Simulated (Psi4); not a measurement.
# [CF3]+ (SMILES F[C+](F)F): a chain of runs, part 2 of 2

Psi4 1.11. Earlier steps stand in the parts before.

## (4) Doublet neutral CF3: a geometry optimisation at UMP2/def2-SVPD (density fitting, density fitting for correlation) (run 3)

cf3.xyz reads:

```xyz
4
CF3
F      0.702243    -0.115219     1.010654
C      0.000017     0.000003     0.000008
F     -0.612665    -0.978430    -0.441688
F     -0.089489     1.093646    -0.568971
```

run.py reads:

```python
import psi4

psi4.set_memory(1600000000)
psi4.set_num_threads(1)
psi4.core.set_output_file('cf3.out', False)

with open('cf3.xyz') as f:
    atoms = ''.join(f.readlines()[2:])
m = psi4.geometry('0 2\n' + atoms + 'symmetry c1')

psi4.set_options({
    'basis': 'def2-SVPD',
    'reference': 'uhf',
    'geom_maxiter': 50,
    'num_frozen_docc': 4,
})

e = psi4.optimize("mp2")
print(f'total energy {e:.8f} hartree = {e * 27.211386:.5f} eV')
print(m.to_string(dtype='xyz', units='Angstrom'))
for k, v in sorted(psi4.core.scalar_variables().items()):
    print(f'{k:45s} {v:18.10f}')
```

On the command line:

```sh
python run.py
```

cf3.out:

```text
gradient() will perform analytic gradient computation.
    For method 'MP2', SCF Algorithm Type (re)set to DISK_DF.

   => Loading Basis Set <=

    Name: DEF2-SVPD
    Role: ORBITAL
    Keyword: BASIS

         ---------------------------------------------------------
                                   SCF
                              UHF Reference
                        1 Threads,   1525 MiB Core
         ---------------------------------------------------------

  ==> Geometry <==

    Molecular point group: c1
    Full point group: C1

    Geometry (in Angstrom), charge = 0, multiplicity = 2:

       Center              X                  Y                   Z               Mass
    ------------   -----------------  -----------------  -----------------  -----------------
         F            0.702215536385    -0.115218695700     1.010653985391    18.998403162730
         C           -0.000010463615     0.000003304300     0.000007985391    12.000000000000
         F           -0.612692463615    -0.978429695700    -0.441688014609    18.998403162730
         F           -0.089516463615     1.093646304300    -0.568971014609    18.998403162730

  Running in c1 symmetry.

  Rotational constants: A =      0.38719  B =      0.38719  C =      0.19359 [cm^-1]
  Rotational constants: A =  11607.57388  B =  11607.56024  C =   5803.78353 [MHz]
  Nuclear repulsion =  129.419548238099082

  Charge       = 0
  Multiplicity = 2
  Electrons    = 33
  Nalpha       = 17
  Nbeta        = 16

  ==> Algorithm <==

  SCF Algorithm Type is DISK_DF.
  DIIS enabled.
  MOM disabled.
  Fractional occupation disabled.
  Guess Type is SAD.
  Energy threshold   = 1.00e-10
  Density threshold  = 1.00e-10
  Integral threshold = 1.00e-12

  ==> Primary Basis <==

  Basis Set: DEF2-SVPD
    Blend: DEF2-SVPD
    Number of shells: 35
    Number of basis functions: 89
    Number of Cartesian functions: 97
    Spherical Harmonics?: true
    Max angular momentum: 2

   => Loading Basis Set <=

    Name: (DEF2-SVPD AUX)
    Role: JKFIT
    Keyword: DF_BASIS_SCF

  ==> Integral Setup <==

  ==> DiskDFJK: Density-Fitted J/K Matrices <==

    J tasked:                  Yes
    K tasked:                  Yes
    wK tasked:                  No
    Integrals threads:           1
    Memory [MiB]:             1144
    Algorithm:                Core
    Integral Cache:           SAVE
    Schwarz Cutoff:          1E-12
    Fitting Condition:       1E-10

   => Auxiliary Basis Set <=

  Basis Set: (DEF2-SVPD AUX)
    Blend: DEF2-UNIVERSAL-JKFIT
    Number of shells: 100
    Number of basis functions: 306
    Number of Cartesian functions: 368
    Spherical Harmonics?: true
    Max angular momentum: 4

  Minimum eigenvalue in the overlap matrix is 8.5344533675E-04.
  Reciprocal condition number of the overlap matrix is 1.2252494080E-04.
    Using symmetric orthogonalization.

  ==> Pre-Iterations <==

  SCF Guess: Superposition of Atomic Densities via on-the-fly atomic UHF (no occupation information).

   -------------------------
    Irrep   Nso     Nmo
   -------------------------
     A         89      89
   -------------------------
    Total      89      89
   -------------------------

  ==> Iterations <==

                           Total Energy        Delta E     RMS |[F,P]|

   @DF-UHF iter SAD:  -335.86591991080036   -3.35866e+02   0.00000e+00
   @DF-UHF iter   1:  -335.74570636163605    1.20214e-01   4.73814e-03 ADIIS/DIIS
   @DF-UHF iter   2:  -335.80107356190911   -5.53672e-02   2.44121e-03 ADIIS/DIIS
   @DF-UHF iter   3:  -335.81639234024141   -1.53188e-02   4.46915e-04 ADIIS/DIIS
   @DF-UHF iter   4:  -335.81792223910122   -1.52990e-03   1.55486e-04 ADIIS/DIIS
   @DF-UHF iter   5:  -335.81813592946497   -2.13690e-04   6.95977e-05 DIIS
   @DF-UHF iter   6:  -335.81819250507783   -5.65756e-05   2.03318e-05 DIIS
   @DF-UHF iter   7:  -335.81819636661288   -3.86154e-06   3.59729e-06 DIIS
   @DF-UHF iter   8:  -335.81819646835658   -1.01744e-07   8.30282e-07 DIIS
   @DF-UHF iter   9:  -335.81819647441802   -6.06144e-09   1.54466e-07 DIIS
   @DF-UHF iter  10:  -335.81819647460969   -1.91676e-10   2.19072e-08 DIIS
   @DF-UHF iter  11:  -335.81819647461293   -3.24007e-12   3.49954e-09 DIIS
   @DF-UHF iter  12:  -335.81819647461407   -1.13687e-12   1.15403e-09 DIIS
   @DF-UHF iter  13:  -335.81819647461322    8.52651e-13   5.16237e-10 DIIS
   @DF-UHF iter  14:  -335.81819647461356   -3.41061e-13   1.07303e-10 DIIS
   @DF-UHF iter  15:  -335.81819647461322    3.41061e-13   2.39073e-11 DIIS
  Energy and wave function converged.

  ==> Post-Iterations <==

   @Spin Contamination Metric:   1.063603591E-02
   @S^2 Expected:                7.500000000E-01
   @S^2 Observed:                7.606360359E-01
   @S   Expected:                5.000000000E-01
   @S   Observed:                5.000000000E-01

    Orbital Energies [Eh]
    ---------------------

    Alpha Occupied:

       1A    -26.367850     2A    -26.367849     3A    -26.367700
       4A    -11.449073     5A     -1.775958     6A     -1.677514
       7A     -1.677514     8A     -0.985378     9A     -0.888511
      10A     -0.885421    11A     -0.885421    12A     -0.753868
      13A     -0.753868    14A     -0.730236    15A     -0.730236
      16A     -0.684246    17A     -0.323845

    Alpha Virtual:

      18A      0.076580    19A      0.158300    20A      0.158300
      21A      0.175250    22A      0.212146    23A      0.212146
      24A      0.226950    25A      0.237135    26A      0.237135
[... 20 lines of this table left out ...]
      87A      4.552503    88A      4.552504    89A      4.586008

    Beta Occupied:

[... 23 lines left out ...]
  @DF-UHF Final Energy:  -335.81819647461322
[... 103 lines left out ...]
  MAX_MOGRAD_CONVERGENCE        => (empty)
[... 111 lines left out ...]
	DF-MP2 Total Energy (a.u.)         :  -336.49457929373864
[... 200 lines left out ...]
   @DF-UHF iter   5:  -335.83111319529002   -5.20639e-06   1.06023e-05 DIIS
[... 10 lines left out ...]
  Energy and wave function converged.
[... 23 lines left out ...]
    Total Energy =                       -335.8311146660664690
[... 153 lines left out ...]
  R_CONVERGENCE                 => (empty)
[... 148 lines left out ...]
	  Convergence Criteria     1.00e-06 *    3.00e-04 *             o    1.20e-03 *             o
[... 79 lines left out ...]
   @DF-UHF iter   9:  -335.83011604176653   -1.05450e-09   7.62577e-08 DIIS
[... 13 lines left out ...]
   @S   Expected:                5.000000000E-01
[... 84 lines left out ...]
  DIE_IF_NOT_CONVERGED          => (empty)
[... 136 lines left out ...]
	DF-SCS-MP2 Total Energy (a.u.)     :  -336.48780192175383
[... 170 lines left out ...]
   @DF-UHF iter   2:  -335.85842849324490   -1.40054e-02   5.86589e-04 ADIIS/DIIS
[... 10 lines left out ...]
   @DF-UHF iter  13:  -335.86480824548437   -1.13687e-13   1.15007e-09 DIIS
[... 20 lines left out ...]
  @DF-UHF Final Energy:  -335.86480824548448
[... 103 lines left out ...]
  MAX_MOGRAD_CONVERGENCE        => (empty)
[... 111 lines left out ...]
	DF-MP2 Total Energy (a.u.)         :  -336.55392363321101
[... 169 lines left out ...]
   @DF-UHF iter   5:  -335.85781721886605   -2.65548e-05   2.16549e-05 DIIS
[... 10 lines left out ...]
   @DF-UHF iter  16:  -335.85782444520805   -5.68434e-13   2.54791e-11 DIIS
[... 23 lines left out ...]
    Two-Electron Energy =                 250.9092534039034490
[... 153 lines left out ...]
  RMS_MOGRAD_CONVERGENCE        => (empty)
[... 147 lines left out ...]
	   Step    Total Energy     Delta E     Max Force     RMS Force      Max Disp      RMS Disp
[... 80 lines left out ...]
   @DF-UHF iter   8:  -335.87336424193882   -1.02653e-08   2.56062e-07 DIIS
[... 13 lines left out ...]
   @S^2 Observed:                7.541146518E-01
[... 43 lines left out ...]
 Dipole Z            :          0.0773900            0.1258780            0.2032680
[... 145 lines left out ...]
	For this energy convergence, default residual convergence is:     3.16e-07
[... 202 lines left out ...]
   @DF-UHF iter   1:  -335.82584323538850    5.17946e-01   1.18497e-03 ADIIS/DIIS
[... 10 lines left out ...]
   @DF-UHF iter  12:  -335.83016233603178   -3.97904e-13   5.87423e-10 DIIS
[... 23 lines left out ...]
    Nuclear Repulsion Energy =            137.8382542400653392
[... 101 lines left out ...]
  MBIS_D_CONVERGENCE            => (empty)
[... 194 lines left out ...]
	                                 ==> Convergence Check <==
[... 85 lines left out ...]
   @DF-UHF iter   6:  -335.87125575445083   -1.75843e-07   8.88472e-07 DIIS
[... 13 lines left out ...]
   @S^2 Observed:                7.536048591E-01
[... 43 lines left out ...]
 Dipole Z            :          0.0214863            0.1137851            0.1352714
[... 145 lines left out ...]
	For this energy convergence, default residual convergence is:     3.16e-07
[... 202 lines left out ...]
   @DF-UHF iter   1:  -335.87668038662662   -1.96746e-01   6.17907e-04 ADIIS/DIIS
[... 10 lines left out ...]
   @DF-UHF iter  12:  -335.87799838161908   -3.97904e-13   1.05173e-09 DIIS
[... 20 lines left out ...]
  @DF-UHF Final Energy:  -335.87799838161914
[... 103 lines left out ...]
  MAX_MOGRAD_CONVERGENCE        => (empty)
[... 111 lines left out ...]
	DF-MP2 Total Energy (a.u.)         :  -336.56601329778738
[... 169 lines left out ...]
   @DF-UHF iter   5:  -335.87867911211993   -5.24733e-09   4.50060e-07 DIIS
[... 13 lines left out ...]
   @S^2 Observed:                7.540398327E-01
[... 43 lines left out ...]
 Dipole Z            :          0.0392249            0.1117387            0.1509636
[... 145 lines left out ...]
	For this energy convergence, default residual convergence is:     3.16e-07
[... 202 lines left out ...]
   @DF-UHF iter   1:  -335.87859433026779   -1.43529e-03   4.51309e-06 DIIS
[... 10 lines left out ...]
  Energy and wave function converged.
[... 61 lines left out ...]
    Total Energy =                       -335.8785944186930124
[... 153 lines left out ...]
  R_CONVERGENCE                 => (empty)
[... 13 lines left out ...]
  ZORA_SPHERICAL_POINTS         => (empty)

	Warning: cc_lambda option is changed to TRUE
	For this residual convergence, default PCG convergence is:     1.00e-07
	For this energy convergence, default residual convergence is:     3.16e-07

 ==============================================================================
 ==============================================================================
 ==============================================================================

                       DF-MP2

 ==============================================================================
 ==============================================================================
 ==============================================================================

	MO spaces...

	 FC   AOCC   BOCC  AVIR   BVIR   FV
	------------------------------------------
	  4    13    12    72     73     0
	Reading DF integrals from disk ...
	Number of basis functions in the DF-HF basis: 306
	Number of basis functions in the DF-CC basis: 256

	Minimum required memory for amplitudes:     20.05 MB

	Computing DF-MP2 energy using SCF MOs (Canonical DF-MP2)...
	=======================================================================
	Nuclear Repulsion Energy (a.u.)    :   123.76406713292576
	DF-HF Energy (a.u.)                :  -335.87859441869301
	REF Energy (a.u.)                  :  -335.87859441869301
	Alpha-Alpha Contribution (a.u.)    :    -0.09857405386894
	Alpha-Beta Contribution (a.u.)     :    -0.49359933273357
	Beta-Beta Contribution (a.u.)      :    -0.09528495327707
	Scaled_SS Correlation Energy (a.u.):    -0.06461966904867
	Scaled_OS Correlation Energy (a.u.):    -0.59231919928028
	DF-SCS-MP2 Total Energy (a.u.)     :  -336.53553328702196
	DF-SOS-MP2 Total Energy (a.u.)     :  -336.52027355124665
	DF-SCS(N)-MP2 Total Energy (a.u.)  :  -336.21978627126998
	DF-MP2 Correlation Energy (a.u.)   :    -0.68745833987958
	DF-MP2 Total Energy (a.u.)         :  -336.56605275857260
	=======================================================================

	Computing unrelaxed response density matrices...

	Forming independent-pairs...
	Number of alpha independent-pairs:1224
	Number of beta independent-pairs :1168
	Computing the generalized Fock matrix (GFM)...
	Computing the orbital gradient...
	Forming effective orbital gradient...
	Solving orbital Z-vector equations...

	            PCG Solver
	   ------------------------------
	Iter     RMS Z Vector        RMS Residual
	----    ---------------    ---------------
	  1         4.72e-04         7.14e-04
	  2         3.94e-04         1.53e-04
	  3         9.38e-05         5.59e-05
[... 5 lines of this table left out ...]
	  9         5.72e-08         4.93e-08

	Computing the relaxed PDMs and GFM...

	total time  =          1 seconds =       0.02 minutes

	Forming Gamma^tilde...
	Backtransforming OPDM, TPDM, and GFM to the AO basis...

	total time  =          0 seconds =       0.00 minutes
    Molecular point group: c1
    Full point group: C1

    Geometry (in Bohr), charge = 0, multiplicity = 2:

       Center              X                  Y                   Z
    ------------   -----------------  -----------------  -----------------
         F            1.455828510561    -0.252529027820     1.872943190927
         C           -0.487128964210     0.144799340532     0.354969230754
         F           -1.078188471047    -1.916060104549    -0.925929803727
         F           -0.069953781861     2.077129230634    -1.171223323823

  -Total gradient:
     Atom            X                  Y                   Z
    ------   -----------------  -----------------  -----------------
       1       -0.000001912582    -0.000001491327    -0.000032272411
       2       -0.000040891539     0.000011994716     0.000029602860
       3        0.000027214157     0.000017772732    -0.000000036360
       4        0.000015589964    -0.000028276119     0.000002705911

    			-----------------------------------------

    			 OPTKING 3.0: for geometry optimizations

    			        with contributions from

    			-----------------------------------------

	                            ===> Fragment 1 <==

	 Z (Atomic Numbers)          Masses                          Geom
	       9.000000            18.998403          1.45582851 -0.25252903  1.87294319
	       6.000000            12.000000         -0.48712896  0.14479934  0.35496923
	       9.000000            18.998403         -1.07818847 -1.91606010 -0.92592980
	       9.000000            18.998403         -0.06995378  2.07712923 -1.17122332

	 - Coordinate -           - BOHR/RAD -       - ANG/DEG -
	 R(1,2)           =         2.497438           1.321587
	 R(2,3)           =         2.497438           1.321587
	 R(2,4)           =         2.497438           1.321587
[... 5 lines of this table left out ...]
	 O(4,2,1,3)       =         0.867411          49.698971

	        --- Internal Coordinate Step in ANG or DEG, aJ/ANG or AJ/DEG ---
	-------------------------------------------------------------------------------
	           Coordinate      Previous         Force          Change          New
	           ----------      --------        ------          ------        ------
	               R(1,2)       1.32159        0.00017        0.00000       1.32159
	               R(2,3)       1.32159        0.00017        0.00001       1.32159
	               R(2,4)       1.32159        0.00017        0.00000       1.32159
[... 5 lines of this table left out ...]
	           O(4,2,1,3)      49.69897       -0.00000       -0.01187      49.68710
	-------------------------------------------------------------------------------

	                                 ==> Convergence Check <==

	Measures of convergence in internal coordinates in au.

	Criteria marked as inactive (o), active & met (*), and active & unmet ( ).

	----------------------------------------------------------------------------------------------
	   Step    Total Energy     Delta E     Max Force     RMS Force      Max Disp      RMS Disp
	----------------------------------------------------------------------------------------------
	  Convergence Criteria     1.00e-06 *    3.00e-04 *             o    1.20e-03 *             o
	----------------------------------------------------------------------------------------------
	    11    -336.56605276   -8.03e-07 *    2.13e-05 *    1.78e-05 o    2.07e-04 *    1.27e-04 o  ~
	----------------------------------------------------------------------------------------------

Next Geometry in Ang
	Fragment 1 (Ang)

	    F   0.7703924426  -0.1336301880   0.9911631391
	    C  -0.2577185896   0.0766070293   0.1877987161
	    F  -0.5705905938  -1.0139585591  -0.4899797583
	    F  -0.0370402501   1.0992077333  -0.6197872584

    Final optimized geometry and variables:
    Molecular point group: c1
    Full point group: C1

    Geometry (in Angstrom), charge = 0, multiplicity = 2:

    F            0.770391270432    -0.133632606555     0.991118853518
    C           -0.257777546517     0.076624511129     0.187841627404
    F           -0.570552767685    -1.013935341601    -0.489980950812
    F           -0.037017947161     1.099169452468    -0.619784691572

[set-up sections that repeat, and orbital energies of the middle runs, are left out above]
```

Wall time 24 s (1 thread of AMD EPYC 9R45 (Zen 5), shared host); peak memory 0.68 GiB.

The path in brief:

```csv
step,energy from the first frame kept (eV),largest force (eV/Å)
0,0.0000,5.8695
1,-0.6244,0.8736
2,-0.6448,0.5695
3,-1.6148,3.6437
4,-1.6254,4.6687
5,-1.8925,1.9102
6,-0.0256,11.1917
7,-1.3993,5.1908
8,-1.9438,0.2508
9,-1.9449,0.0305
10,-1.9449,0.0027
```

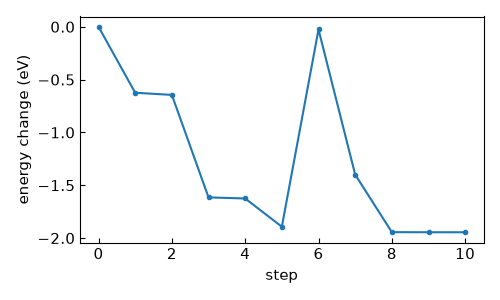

Energy along the run.

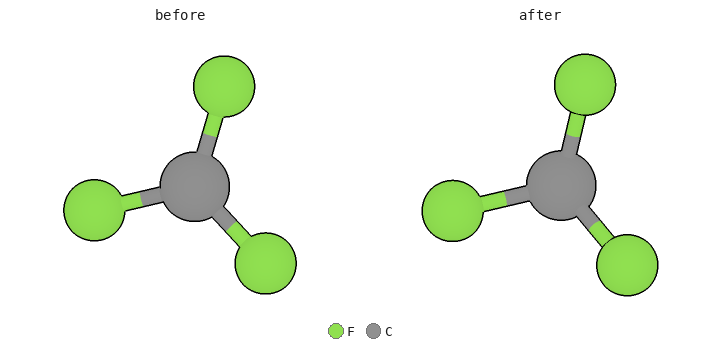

Before and after, at one scale.

After the run. Bond lengths: F1–C2 1.322 Å, C2–F3 1.322 Å, C2–F4 1.322 Å. Angles: F1–C2–F3 111.4°, F1–C2–F4 111.4°, F3–C2–F4 111.4°.

## (5) Results

What follows sums up all 2 parts.

| quantity | value |
| --- | --- |
| run 1, MP2/def2-SVPD: total energy at the end | -336.23924 Eh |
| run 1, MP2/def2-SVPD: correlation energy (4 core orbitals frozen) | -689.5 mEh |
| doublet neutral CF3, run 2: total energy | -336.49458 Eh |
| doublet neutral CF3, run 2: HOMO energy (Hartree–Fock orbitals) (highest over α and β) | -8.81 eV |
| doublet neutral CF3, run 2: LUMO energy (Hartree–Fock orbitals) (lowest over α and β) | 2.08 eV |
| doublet neutral CF3, run 2: correlation energy (4 core orbitals frozen) | -676.4 mEh |
| doublet neutral CF3, run 2: ⟨S²⟩ of the reference determinant | 0.761 |
| doublet neutral CF3, run 3: total energy at the end | -336.56605 Eh |
| doublet neutral CF3, run 3: HOMO energy (Hartree–Fock orbitals) (highest over α and β) | -13.35 eV |
| doublet neutral CF3, run 3: LUMO energy (Hartree–Fock orbitals) (lowest over α and β) | 1.58 eV |
| doublet neutral CF3, run 3: correlation energy (4 core orbitals frozen) | -687.5 mEh |
| doublet neutral CF3, run 3: ⟨S²⟩ of the reference determinant | 0.754 |
| adiabatic electron affinity (to the doublet neutral, no zero-point term) | 8.893 eV |

**Reading.** The adiabatic electron affinity (to the doublet neutral, no zero-point term) is 8.89 eV (858 kJ/mol). The optimisation (run 1, MP2/def2-SVPD) took 5 steps and changed the energy by -0.005 eV. The optimisation (doublet neutral CF3, run 3) took 11 steps and changed the energy by -1.945 eV.
